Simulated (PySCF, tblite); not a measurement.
# C₈H₁₀Si: geometry, infrared bands and NMR shifts

Wanted: the infrared bands and NMR shifts of C₈H₁₀Si (`C(#CC1CC1)C1=CC[SiH2]1`), by calculation.

Programs: tblite 0.8.0 and PySCF 2.14.0, with density-fitted response routines of our own. Each step states its level of theory. These are calculated values for one molecule in the gas phase, unless marked as measured. Atoms count from 0, in the outputs and in this text.

## 1. Starting geometry

19 atoms, charge 0, multiplicity 1; geometry from: force field or distance geometry start.

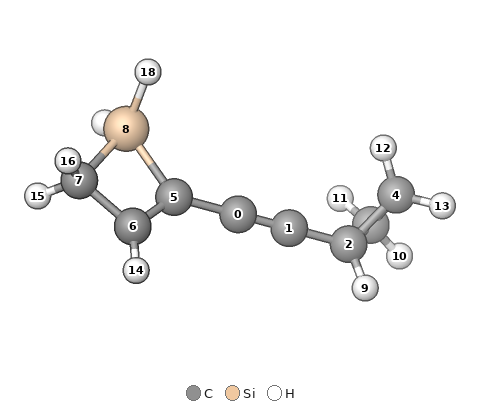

As it starts; carbon grey, silicon light orange, hydrogen white, atoms numbered.

## 2. Relaxing the molecule with GFN2-xTB

Job settings and geometry (Å):

```
{"job": {"kind": "relax", "xc": "GFN2-xTB", "basis": "xTB"}, "charge": 0, "multiplicity": 1}
C      0.084000    -0.063000    -0.419600
C     -1.118300     0.009000    -0.581900
C     -2.522800     0.077300    -0.757700
C     -3.436700    -0.465700     0.300400
C     -3.331100     1.009600     0.122000
C      1.596000    -0.143600    -0.222600
C      2.613500    -0.326800    -1.101500
C      3.843400    -0.289800    -0.155100
Si     2.668500    -0.024100     1.294500
H     -2.873900    -0.030500    -1.783100
H     -4.351700    -0.966600    -0.008700
H     -2.993200    -0.904900     1.201100
H     -2.817100     1.588400     0.883500
H     -4.166700     1.527200    -0.336100
H      2.577500    -0.460800    -2.180600
H      4.407300    -1.223600    -0.080700
H      4.536300     0.535800    -0.319400
H      2.547900    -1.176500     2.229900
H      2.727300     1.338000     1.908200
```

The run is started by

```
$ OMP_NUM_THREADS=1 python probes_run.py task.json out
```

One launch serves the whole session: the jobs run in the order shown.

Output:

```text
step      E/eV     max force
  0    -647.54573    3.562
  1    -647.78494    1.271
  2    -647.84085    1.635
  3    -647.87041    2.112
  4    -647.91385    0.678
  5    -647.94112    0.320
  6    -647.95364    0.329
  7    -647.96539    0.204
  8    -647.97281    0.186
  9    -647.97919    0.170
 10    -647.98290    0.158
 11    -647.98529    0.100
 12    -647.98739    0.122
 13    -647.98975    0.115
 14    -647.99192    0.130
 15    -647.99334    0.098
 16    -647.99407    0.084
 17    -647.99457    0.068
 18    -647.99509    0.071
 19    -647.99559    0.070
 20    -647.99595    0.054
 21    -647.99624    0.061
 22    -647.99656    0.066
 23    -647.99690    0.068
 24    -647.99720    0.053
 25    -647.99745    0.042
 26    -647.99770    0.060
 27    -647.99800    0.070
 28    -647.99831    0.054
 29    -647.99855    0.031
 30    -647.99873    0.033
 31    -647.99888    0.030
 32    -647.99902    0.033
 33    -647.99912    0.020
 34    -647.99919    0.016
 35    -647.99923    0.017
 36    -647.99927    0.015
 37    -647.99930    0.014
 38    -647.99933    0.013
 39    -647.99935    0.008
```

Wall time 0.28 s (1 thread of Arm Neoverse V2, shared host).

Step by step: (not every step is listed)

```tsv
step	energy from step 0 (eV)	largest force (eV/Å)
0	0.0000	3.5621
1	-0.2392	1.2706
2	-0.2951	1.6355
3	-0.3247	2.1120
4	-0.3681	0.6782
5	-0.3954	0.3201
6	-0.4079	0.3288
7	-0.4197	0.2038
8	-0.4271	0.1861
10	-0.4372	0.1580
12	-0.4417	0.1217
14	-0.4462	0.1298
16	-0.4483	0.0843
18	-0.4494	0.0710
20	-0.4502	0.0540
22	-0.4508	0.0664
24	-0.4515	0.0529
26	-0.4520	0.0598
28	-0.4526	0.0541
30	-0.4530	0.0334
32	-0.4533	0.0335
34	-0.4535	0.0162
35	-0.4535	0.0173
36	-0.4535	0.0152
37	-0.4536	0.0141
38	-0.4536	0.0133
39	-0.4536	0.0083
```

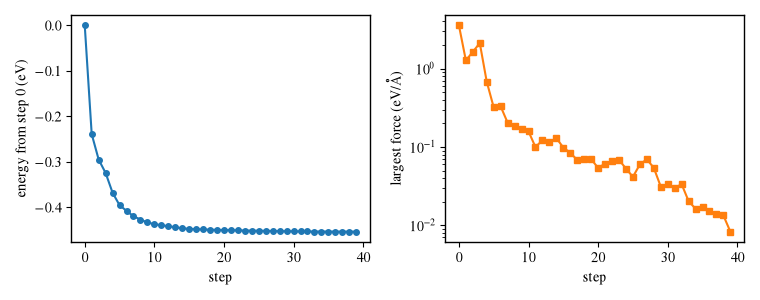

Energy and force, step by step.

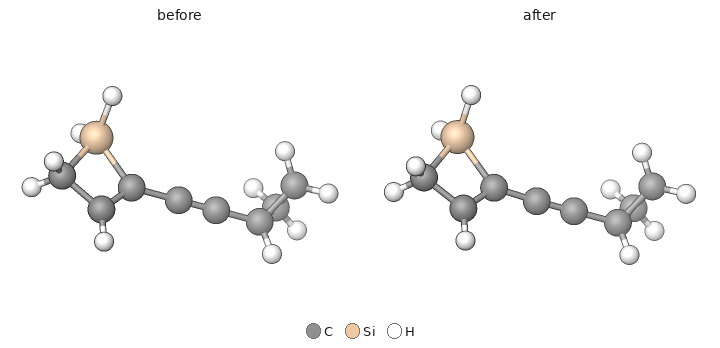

Before and after, at one scale.

Distances of close pairs at the start and the end, largest changes first:

```tsv
bond	before (Å)	after (Å)	change (Å)
C0–C5	1.527	1.394	-0.133
C6–C7	1.552	1.504	-0.048
C7–Si8	1.885	1.927	+0.042
C5–Si8	1.862	1.903	+0.041
Si8–H18	1.495	1.462	-0.033
Si8–H17	1.489	1.462	-0.027
C3–H11	1.096	1.080	-0.016
C5–C6	1.357	1.347	-0.010
```

The end geometry stands in the next job.

## 3. Harmonic vibrations with GFN2-xTB

Job settings and geometry (Å):

```
{"job": {"kind": "ir", "xc": "GFN2-xTB", "basis": "xTB"}, "charge": 0, "multiplicity": 1}
C      0.126961    -0.065177    -0.434488
C     -1.068204    -0.000916    -0.595251
C     -2.480627     0.076600    -0.773854
C     -3.385190    -0.474727     0.300328
C     -3.279746     1.002716     0.109102
C      1.497384    -0.130498    -0.187487
C      2.528363    -0.312772    -1.034615
C      3.762901    -0.289571    -0.176078
Si     2.615599    -0.011578     1.347283
H     -2.807563    -0.033293    -1.802682
H     -4.290000    -0.975496    -0.010147
H     -2.918573    -0.909430     1.171529
H     -2.741418     1.574493     0.850032
H     -4.111303     1.529554    -0.334387
H      2.507528    -0.449378    -2.105643
H      4.328719    -1.220801    -0.213530
H      4.451887     0.514040    -0.437362
H      2.541652    -1.105100     2.314809
H      2.711828     1.290587     2.004979
```

Output:

```text
mode    cm-1     km/mol
  1      21.1      0.03
  2      61.5      0.48
  3      78.0      1.09
  4     153.1      0.10
  5     166.1      0.15
  6     230.6      0.26
  7     344.6      3.81
  8     389.5      6.56
  9     417.5      2.17
 10     445.8      0.09
 11     447.7      6.35
 12     500.1     10.20
 13     525.0     50.69
 14     604.4     74.15
 15     613.8    128.27
 16     707.6     46.28
 17     742.9     91.28
 18     769.9    241.01
 19     798.5      0.34
 20     802.1     13.55
 21     851.7     16.59
 22     854.2      0.93
 23     941.2      2.67
 24     996.1      1.37
 25    1014.6     48.82
 26    1052.3      3.43
 27    1065.6     10.20
 28    1066.0      1.52
 29    1070.0      9.64
 30    1079.4      0.36
 31    1154.9      0.09
 32    1177.4      8.69
 33    1200.8     17.61
 34    1236.1      8.41
 35    1253.0      4.93
 36    1378.9      1.47
 37    1433.2      0.02
 38    1468.6      1.77
 39    1478.8      0.55
 40    1616.2      5.57
 41    2259.9    524.77
 42    2268.8    188.07
 43    2329.0     33.10
 44    2960.4     55.25
 45    2984.3     75.48
 46    3015.0     34.16
 47    3061.6     76.13
 48    3086.6     27.26
 49    3087.3     25.26
 50    3093.5     11.26
 51    3110.7     69.07
```

It took 0.68 s on 1 thread of Arm Neoverse V2, shared host.

Which atoms move in the most intense modes:

```tsv
cm⁻¹	km/mol	atoms
604	74.2	H18 24 %, H17 24 %, C6 15 %, Si8 13 %
614	128.3	Si8 24 %, H18 23 %, H17 23 %
743	91.3	H15 27 %, H16 27 %, C7 22 %, H14 15 %
770	241.0	H18 43 %, H17 43 %
2260	524.8	H18 49 %, H17 46 %
2269	188.1	H17 51 %, H18 47 %
2984	75.5	H15 48 %, H16 47 %
3062	76.1	H14 92 %
```

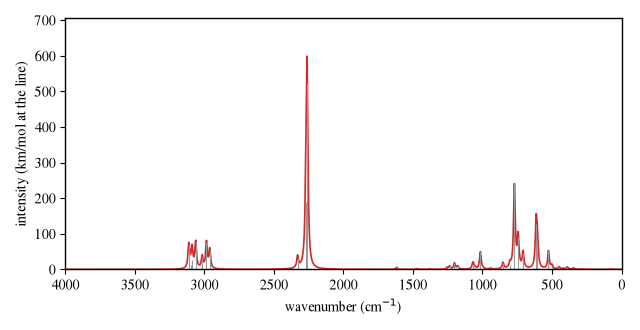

The infrared spectrum from these modes, unscaled. Lines are broadened to a width of 14 cm⁻¹ (Lorentzian).

## 4. Shielding tensors: PBE0/pcSseg-1

The job, as its differences from that of step 3:

```diff
@@ -1,2 +1,2 @@
-{"job": {"kind": "ir", "xc": "GFN2-xTB", "basis": "xTB"}, "charge": 0, "multiplicity": 1}
+{"job": {"kind": "nmr", "xc": "PBE0", "basis": "pcSseg-1"}, "charge": 0, "multiplicity": 1}
 C      0.126961    -0.065177    -0.434488
```

With the program's defaults for keys left out, this is: GIAO PBE0/pcSseg-1 NMR shielding, non-relativistic, gas phase.

Output:

```text
coarse grid: 16512 points
cycle   1  E = -599.5670107038  dE =  1.439e+00  |g| = 4.522e-01  |ddm| = 4.372e+00
cycle   2  E = -599.5614163466  dE =  5.594e-03  |g| = 4.773e-01  |ddm| = 1.190e+00
cycle   3  E = -599.6231822657  dE = -6.177e-02  |g| = 8.711e-02  |ddm| = 6.908e-01
cycle   4  E = -599.6241311297  dE = -9.489e-04  |g| = 6.300e-02  |ddm| = 1.318e-01
cycle   5  E = -599.6250896573  dE = -9.585e-04  |g| = 1.339e-02  |ddm| = 6.594e-02
cycle   6  E = -599.6251291618  dE = -3.950e-05  |g| = 3.443e-03  |ddm| = 1.372e-02
cycle   7  E = -599.6251317193  dE = -2.557e-06  |g| = 1.129e-03  |ddm| = 5.103e-03
final grid: 155312 points
cycle   8  E = -599.6805566533  dE = -3.598e-05  |g| = 8.577e-03  |ddm| = 9.543e-02
cycle   9  E = -599.6805423751  dE =  1.428e-05  |g| = 1.134e-02  |ddm| = 2.153e-02
cycle  10  E = -599.6805752811  dE = -3.291e-05  |g| = 1.759e-03  |ddm| = 1.414e-02
cycle  11  E = -599.6805761562  dE = -8.751e-07  |g| = 3.313e-04  |ddm| = 2.672e-03
cycle  12  E = -599.6805761806  dE = -2.436e-08  |g| = 1.036e-04  |ddm| = 3.808e-04
cycle  13  E = -599.6805761831  dE = -2.476e-09  |g| = 2.592e-05  |ddm| = 1.407e-04
cycle  14  E = -599.6805761831  dE = -8.390e-11  |g| = 1.814e-05  |ddm| = 4.471e-05
converged SCF energy = -599.6805761831

GIAO shielding tensors (ppm)
atom      isotropic    diamagn.    paramagn.     s11        s22        s33       span
  0 C      105.979     245.723    -139.745     11.262     21.144    285.530    274.268
  1 C       79.347     258.121    -178.774     11.876     20.077    206.088    194.212
  2 C      183.198     253.785     -70.588    153.383    168.324    227.886     74.504
  3 C      174.735     255.288     -80.553    143.248    173.873    207.084     63.837
  4 C      174.735     255.280     -80.545    143.252    173.883    207.071     63.819
  5 C       51.633     264.635    -213.002    -44.306     51.686    147.520    191.826
  6 C       24.403     253.794    -229.391    -95.138     29.518    138.829    233.967
  7 C      168.459     259.049     -90.590    150.074    168.413    186.890     36.816
  8 Si     385.056     880.224    -495.169    353.285    365.013    436.869     83.584
  9 H       30.208      31.415      -1.207     22.434     27.931     40.260     17.825
 10 H       30.908      30.106       0.802     25.341     26.535     40.846     15.506
 11 H       31.069      32.200      -1.130     25.521     28.593     39.094     13.573
 12 H       31.069      32.197      -1.128     25.521     28.592     39.093     13.572
 13 H       30.909      30.106       0.803     25.342     26.537     40.848     15.506
 14 H       24.573      33.673      -9.100     22.874     23.585     27.262      4.388
 15 H       29.817      29.302       0.515     26.338     27.367     35.747      9.410
 16 H       29.818      29.302       0.516     26.338     27.367     35.749      9.411
 17 H       26.751      28.986      -2.235     24.225     24.995     31.031      6.806
 18 H       26.750      28.986      -2.236     24.226     24.995     31.030      6.803
```

Run time: 35 s. Hardware: 1 thread of Arm Neoverse V2, shared host; peak memory 0.87 GiB.

Shifts follow as δ = σ(reference) − σ, with reference shieldings (ppm) from runs at the same level and on the same kind of geometry: 1H TMS 31.72, 13C TMS 186.9, 29Si TMS 349.2. The references are single molecules in the gas phase. Atoms listed in one row are averaged.

```tsv
atoms	environment	σ (ppm)	δ (ppm)	δ scaled to CDCl3
C6	alkene CH	24.4	162.5	156.7
C5	fully substituted alkene carbon	51.6	135.3	130.1
C1	alkyne carbon	79.3	107.6	103.1
C0	alkyne carbon	106.0	80.9	77.1
C7	allylic sp3 CH2 bonded to Si	168.5	18.5	16.1
C3, C4	three-membered-ring carbon	174.7	12.2	10.0
C2	three-membered-ring carbon	183.2	3.7	1.7
H14	hydrogen on an alkene CH	24.57	7.14	6.84
H17, H18	hydrogen on a silicon bonded to 2 C, in a 4-membered ring	26.75	4.97	–
H15, H16	hydrogen on an allylic sp3 CH2 bonded to Si	29.82	1.90	1.90
H9	hydrogen on a three-membered-ring carbon	30.21	1.51	1.53
H10, H13	hydrogen on a three-membered-ring carbon	30.91	0.81	0.87
H11, H12	hydrogen on a three-membered-ring carbon	31.07	0.65	0.72
Si8	silicon bonded to 2 C, 2 H, in a 4-membered ring	385.1	-35.9	–
```

The scaled column applies a straight-line fit of computed shieldings to shifts measured in CDCl3 (root-mean-square error 0.16 ppm for H, 1.9 ppm for C).

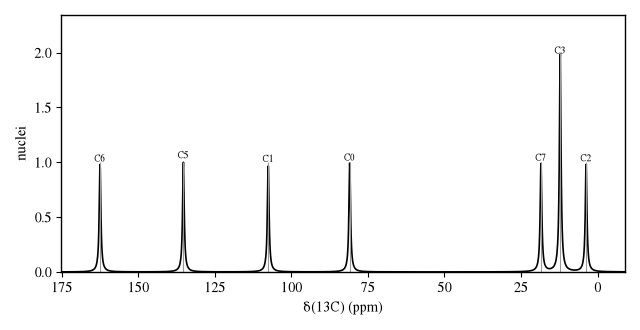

13C lines at the computed shifts, without couplings. Lines are broadened to a width of 0.64 ppm (Lorentzian).

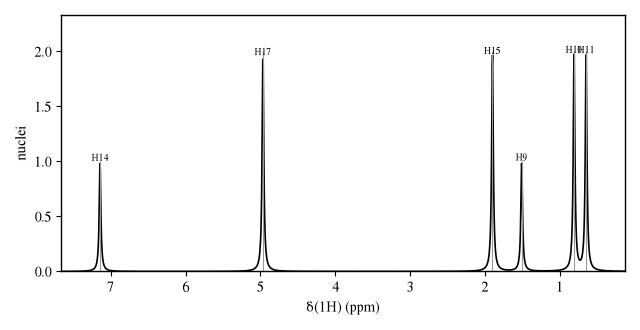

1H lines at the computed shifts, without couplings. Lines are broadened to a width of 0.03 ppm (Lorentzian).

The run also stored atomic charges by several schemes (e):

```tsv
atoms	Mulliken	IAO	Hirshfeld	ESP fit
C0	0.28	-0.07	-0.08	-0.08
C1	0.01	-0.05	-0.05	-0.16
C2	-0.37	-0.15	-0.03	0.01
C3, C4	-0.18	-0.28	-0.08	-0.32
C5	-0.57	-0.28	-0.10	-0.19
C6	-0.11	-0.11	-0.03	0.03
C7	-0.46	-0.54	-0.17	-0.61
Si8	0.70	0.76	0.35	0.65
```

ESP fit charges:

C0 -0.08; C1 -0.16; C2 0.01; C3 -0.32; C4 -0.33; C5 -0.19; C6 0.03; C7 -0.61; Si8 0.65; H9 0.14; H10 0.15; H11 0.17; H12 0.18; H13 0.15; H14 0.13; H15 0.17; H16 0.17; H17 -0.13; H18 -0.13

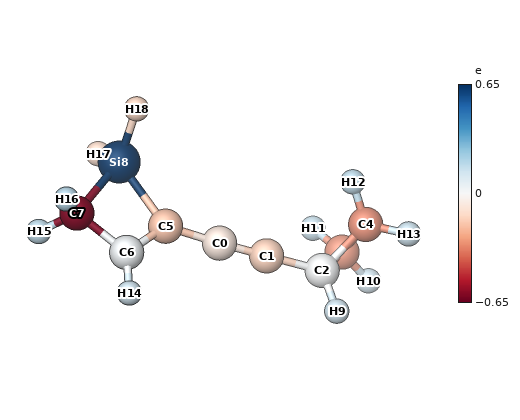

ESP fit charges, as colours on the atoms.

Mayer bond orders: C0–C1 2.16, C1–C2 1.15, C2–C3 0.93, C3–C4 0.98, C0–C5 1.01, C5–C6 1.74, C6–C7 1.02, C7–Si8 0.92, C4–C2 0.93, Si8–C5 0.88.

Ring of atoms C2, C3, C4: NICS(0) -43.7, NICS(1) -8.4, NICS(1)zz -23.0 ppm (means of both faces).

In rings of three or four atoms NICS is ruled by the nearby σ bonds, so it says little on aromaticity.

Ring of atoms C5, C6, C7, Si8: NICS(0) -0.3, NICS(1) -2.3, NICS(1)zz 3.1 ppm (means of both faces).

## 5. Summary of results

```
                                                               quantity                                           value
                              strongest single infrared mode (GFN2-xTB)                           2260 cm⁻¹, 525 km/mol
                                           zero-point energy (GFN2-xTB)                                   90.7 kcal/mol
13C shifts against TMS (PBE0/pcSseg-1, means over atoms taken as alike)  162.5, 135.3, 107.6, 80.9, 18.5, 12.2, 3.7 ppm
 1H shifts against TMS (PBE0/pcSseg-1, means over atoms taken as alike)          7.14, 4.97, 1.90, 1.51, 0.81, 0.65 ppm
                                29Si shifts against TMS (PBE0/pcSseg-1)                                       -35.9 ppm
```

Over 39 steps the energy fell by 0.454 eV; of the close pairs, C0–C5 changed most, 1.527 to 1.394 Å. All 51 modes are real, so the xTB geometry is a minimum. The strongest single mode, at 2260 cm⁻¹, moves mainly H18 and H17. Unscaled tight-binding wavenumbers are off by several per cent, some by more. Its intensities can rank the bands wrongly. H14 (hydrogen on an alkene CH) lies farthest downfield among hydrogen, at 7.14 ppm; attached to an sp2 carbon and in the plane of the double bond. At PBE0/pcSseg-1: The largest span, 274 ppm, is at C0, where the paramagnetic term is -140 ppm.
